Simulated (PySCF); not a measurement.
Energy and gradient calculation, with input and output: SiHF3

SiHF3, SMILES F[SiH](F)F, computed with TPSSh/def2-TZVP, RKS (PySCF 2.14.0).

The geometry comes from this level: PBE0-D4/def2-TZVP. Figures and captions count atoms from 1; the log counts them from 0 in places.

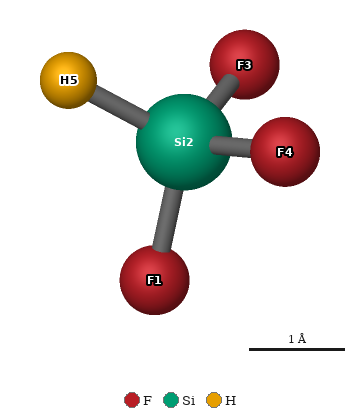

The input geometry (ball-and-stick view, seen at a tilt; atoms are numbered from 1 in the order of the input). Bond lengths as drawn: F–Si 1.57 Å and H–Si 1.46 Å.

### Summary

```csv
quantity,value
outcome,converged
total energy,−589.975838 hartree
basis functions,136
largest force,0.306 eV/Å
HOMO,−10.43 eV
LUMO,0.73 eV
dipole moment,1.24 D
hardware,"1 thread of Arm Neoverse V2, 24 GiB of memory available, shared host"
wall time,76 s
peak memory,1.5 GiB
```

### Input (job.py)
```python
import pyscf.grad
from pyscf import gto, dft

molecule = gto.M(
    atom='''
F   -0.447100  -0.082200   1.491300
Si   0.040700   0.001700  -0.001800
F   -0.597100   1.281400  -0.657200
F   -0.495900  -1.263300  -0.767200
H    1.499400   0.062400  -0.065100
''',
    max_memory=1860,
    basis='def2-tzvp',
    spin=0,
    verbose=3,
)

mf = dft.RKS(molecule, xc='tpssh')
mf.grids.level = 5
mf.conv_tol = 1e-10
mf.kernel()
if not mf.converged:
    mf = mf.newton().run(mf.mo_coeff, mf.mo_occ)

e_tot = mf.e_tot
print('Final energy', e_tot)
grad = mf.Gradients().kernel()
mf.analyze()
```

Launch command:
```bash
OMP_NUM_THREADS=1 python job.py
```

### What the program printed
```
converged SCF energy = -589.975837760874
Final energy -589.9758377608739
--------------- RKS gradients ---------------
         x                y                z
0 F     0.0013948412     0.0002665743    -0.0051020112
1 Si    -0.0059399958    -0.0002384440     0.0001836944
2 F     0.0019468320    -0.0044454949     0.0022915960
3 F     0.0015562027     0.0043703056     0.0026610501
4 H     0.0010257819     0.0000409799    -0.0000449421
----------------------------------------------
**** MO energy ****
MO #1   energy= -66.0810107287073  occ= 2
MO #2   energy= -24.622686629226   occ= 2
MO #3   energy= -24.6226834235127  occ= 2
MO #4   energy= -24.6226590908996  occ= 2
MO #5   energy= -5.30376498121415  occ= 2
MO #6   energy= -3.65257497695325  occ= 2
MO #7   energy= -3.65257458188483  occ= 2
MO #8   energy= -3.64917483050168  occ= 2
MO #9   energy= -1.21443566641115  occ= 2
MO #10  energy= -1.18820096438902  occ= 2
MO #11  energy= -1.18817082402085  occ= 2
MO #12  energy= -0.578106983866476 occ= 2
MO #13  energy= -0.50271653492096  occ= 2
MO #14  energy= -0.502703860321459 occ= 2
MO #15  energy= -0.488566990589867 occ= 2
MO #16  energy= -0.451338458441035 occ= 2
MO #17  energy= -0.45132886778767  occ= 2
MO #18  energy= -0.427580295163812 occ= 2
MO #19  energy= -0.427562002077678 occ= 2
MO #20  energy= -0.41095537030883  occ= 2
MO #21  energy= -0.383403290271992 occ= 2
MO #22  energy= 0.026668401253565  occ= 0
MO #23  energy= 0.0266748344629658 occ= 0
MO #24  energy= 0.0381140961212124 occ= 0
MO #25  energy= 0.104762225372956  occ= 0
MO #26  energy= 0.143085549813841  occ= 0
MO #27  energy= 0.196981369270305  occ= 0
MO #28  energy= 0.196985382256071  occ= 0
MO #29  energy= 0.222174042362382  occ= 0
MO #30  energy= 0.312349162944904  occ= 0
MO #31  energy= 0.312354964453056  occ= 0
MO #32  energy= 0.334437704632335  occ= 0
MO #33  energy= 0.377480515562345  occ= 0
MO #34  energy= 0.377491669644221  occ= 0
MO #35  energy= 0.475165501159118  occ= 0
MO #36  energy= 0.545390980622203  occ= 0
MO #37  energy= 0.575704039788046  occ= 0
MO #38  energy= 0.575707928379158  occ= 0
MO #39  energy= 0.601771454771465  occ= 0
MO #40  energy= 0.601778940152054  occ= 0
MO #41  energy= 0.634714287252802  occ= 0
MO #42  energy= 0.70382571241565   occ= 0
MO #43  energy= 0.703829956798103  occ= 0
MO #44  energy= 0.74030014417334   occ= 0
MO #45  energy= 0.898609145713699  occ= 0
MO #46  energy= 0.898614325042301  occ= 0
MO #47  energy= 0.910777112289769  occ= 0
MO #48  energy= 0.920541559242019  occ= 0
MO #49  energy= 0.920543091582207  occ= 0
MO #50  energy= 0.979086376743151  occ= 0
MO #51  energy= 0.979138008843643  occ= 0
MO #52  energy= 0.980805138592755  occ= 0
MO #53  energy= 1.07540753250283   occ= 0
MO #54  energy= 1.07543146147977   occ= 0
MO #55  energy= 1.11605035048684   occ= 0
MO #56  energy= 1.15724028282738   occ= 0
MO #57  energy= 1.25151602136189   occ= 0
MO #58  energy= 1.25153173297468   occ= 0
MO #59  energy= 1.33836778765429   occ= 0
MO #60  energy= 1.37387680464631   occ= 0
MO #61  energy= 1.5723548238904    occ= 0
MO #62  energy= 1.57236291818209   occ= 0
MO #63  energy= 1.81792423081734   occ= 0
MO #64  energy= 1.8179540418173    occ= 0
MO #65  energy= 1.90638702930625   occ= 0
MO #66  energy= 2.00412617237085   occ= 0
MO #67  energy= 2.00413568229207   occ= 0
MO #68  energy= 2.13840930631051   occ= 0
MO #69  energy= 2.14089882249332   occ= 0
MO #70  energy= 2.14093175261275   occ= 0
MO #71  energy= 2.22801712759448   occ= 0
MO #72  energy= 2.45463050479538   occ= 0
MO #73  energy= 2.47456513750406   occ= 0
MO #74  energy= 2.47458934907154   occ= 0
MO #75  energy= 2.5183350898593    occ= 0
MO #76  energy= 2.51835643282881   occ= 0
MO #77  energy= 2.53346683858712   occ= 0
MO #78  energy= 2.59738036059775   occ= 0
MO #79  energy= 2.61178973047115   occ= 0
MO #80  energy= 2.61182149709874   occ= 0
MO #81  energy= 2.80871949118774   occ= 0
MO #82  energy= 3.23081898508949   occ= 0
MO #83  energy= 3.23082564482544   occ= 0
MO #84  energy= 3.28522671093452   occ= 0
MO #85  energy= 3.28523710937915   occ= 0
MO #86  energy= 3.29749848831256   occ= 0
MO #87  energy= 3.32082821657154   occ= 0
MO #88  energy= 3.56094534156357   occ= 0
MO #89  energy= 3.71554371147781   occ= 0
MO #90  energy= 3.71560968035374   occ= 0
MO #91  energy= 3.94786338669876   occ= 0
MO #92  energy= 4.05761601166213   occ= 0
MO #93  energy= 4.05769922373325   occ= 0
MO #94  energy= 6.09089438121505   occ= 0
MO #95  energy= 6.23178618230998   occ= 0
MO #96  energy= 6.23191278042385   occ= 0
MO #97  energy= 6.83436935219923   occ= 0
MO #98  energy= 6.85426984706818   occ= 0
MO #99  energy= 6.85428889266156   occ= 0
MO #100 energy= 6.87189201405272   occ= 0
MO #101 energy= 6.87189363786755   occ= 0
MO #102 energy= 6.87418603899862   occ= 0
MO #103 energy= 6.8751626491039    occ= 0
MO #104 energy= 6.87516618482783   occ= 0
MO #105 energy= 6.87990388721496   occ= 0
MO #106 energy= 6.90432768669109   occ= 0
MO #107 energy= 6.90433382336079   occ= 0
MO #108 energy= 6.91081679537151   occ= 0
MO #109 energy= 6.9276514055038    occ= 0
MO #110 energy= 6.92765397895334   occ= 0
MO #111 energy= 6.93556023024837   occ= 0
MO #112 energy= 6.96251032641382   occ= 0
MO #113 energy= 6.96251854066501   occ= 0
MO #114 energy= 6.96661632257669   occ= 0
MO #115 energy= 7.02024637266605   occ= 0
MO #116 energy= 7.25694539246044   occ= 0
MO #117 energy= 7.2569691979964    occ= 0
MO #118 energy= 8.226190580823     occ= 0
MO #119 energy= 8.23174145803169   occ= 0
MO #120 energy= 8.23174520205317   occ= 0
MO #121 energy= 8.30372684752782   occ= 0
MO #122 energy= 8.3037365272712    occ= 0
MO #123 energy= 8.36627647063063   occ= 0
MO #124 energy= 8.56349212744266   occ= 0
MO #125 energy= 8.56351485844804   occ= 0
MO #126 energy= 8.5822417196081    occ= 0
MO #127 energy= 8.61001007944789   occ= 0
MO #128 energy= 8.61514112439851   occ= 0
MO #129 energy= 8.63990670625557   occ= 0
MO #130 energy= 8.63993249203518   occ= 0
MO #131 energy= 8.84803306349118   occ= 0
MO #132 energy= 8.84806760806313   occ= 0
MO #133 energy= 11.4807154527807   occ= 0
MO #134 energy= 56.9246858652156   occ= 0
MO #135 energy= 56.989911288599    occ= 0
MO #136 energy= 56.9899651199634   occ= 0
 ** Mulliken atomic charges  **
charge of    0F =     -0.47992
charge of    1Si =      1.57594
charge of    2F =     -0.47990
charge of    3F =     -0.47990
charge of    4H =     -0.13622
Dipole moment(X, Y, Z, Debye):  1.24266,  0.05179, -0.05452
```

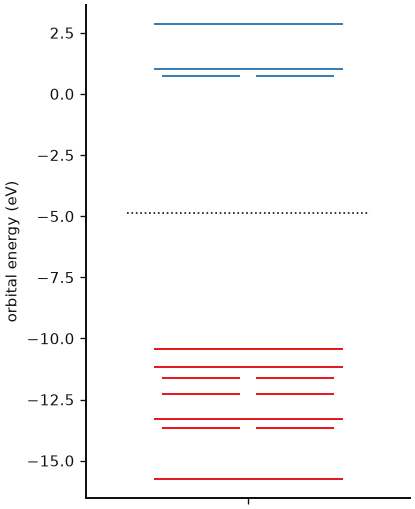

Orbital energies near the frontier; the dotted line parts filled from empty levels, and levels within 0.02 eV of each other stand side by side. Highest filled −10.43 eV, lowest empty 0.73 eV, 11.16 eV apart.
